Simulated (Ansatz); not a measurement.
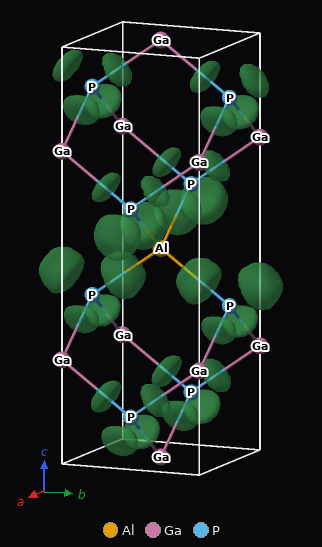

*AlGa3P4. Isosurface of the ELF at 0.85 (green), seen at an oblique angle. Core shells and regions of very low density are left out. Sticks mark near contacts.*

Space group P-4m2; a structure generated by program, which may or may not match a known phase.

Method: DFT PBE, scalar-relativistic, plane waves, PAW in Ansatz.

Core electrons are frozen (PAW), and the valence fields are smoothed inside the atomic spheres.

Input

```
crystal:
  lattice:
    - [3.8955582, 0.0, 0.0]
    - [0.0, 3.8955582, 0.0]
    - [0.0, 0.0, 11.0071317]
  atoms:
    - { symbol: Al, position: [0.5, 0.5, 0.5] }
    - { symbol: Ga, position: [0.0, 0.0, 0.750025] }
    - { symbol: Ga, position: [0.5, 0.5, 0.0] }
    - { symbol: Ga, position: [0.0, 0.0, 0.249975] }
    - { symbol: P, position: [0.5, 0.0, 0.87505] }
    - { symbol: P, position: [0.0, 0.5, 0.12495] }
    - { symbol: P, position: [0.5, 0.0, 0.375561] }
    - { symbol: P, position: [0.0, 0.5, 0.624439] }
basis:
  ecutwfc: 420
kpoints:
  mp_grid: { grid: [8, 8, 4] }
hamiltonian:
  xc: pbe
scf:
  occupations: { method: gaussian, width: 0.02 }
output:
  forces: true
  stress: true
  eigenvalues: true
  write_density: true
  write_potential: true
  elf: true
  volumetric_format: npy
relax:
  adjacent_minimum: "off"
  f_tol: 0.01
  max_steps: 80
  cell: { stress_tol: 0.05 }
```

Run with:

```sh
ansatz run input.yaml --threads 4 --pin off --max-ram 8192MiB --backend cpu --events-out ev --progress --plain --runs-dir out
```

Below, planes, directions and counts refer to the conventional cell (a = 3.90 Å, b = 3.90 Å, c = 11.01 Å, α = 90.00°, β = 90.00°, γ = 90.00°).

Q: Where are the electrons localised?

A: The ELF exceeds this value in four regions between bonded Al–P atoms (shared pairs) and twelve lobes of the valence shell of P pointing towards Ga (polar bonds), counted in one cell of 8 atoms. Regions shared between cells count once. Profiles from the grid: Al–P (2.38 Å): the ELF peaks at about 0.95 between the atoms; a shared electron pair. Ga–P (2.38 Å): the ELF peaks at about 0.90 in the valence shell of P, 0.9 Å from its nucleus, and is about 0.75 at the midpoint.
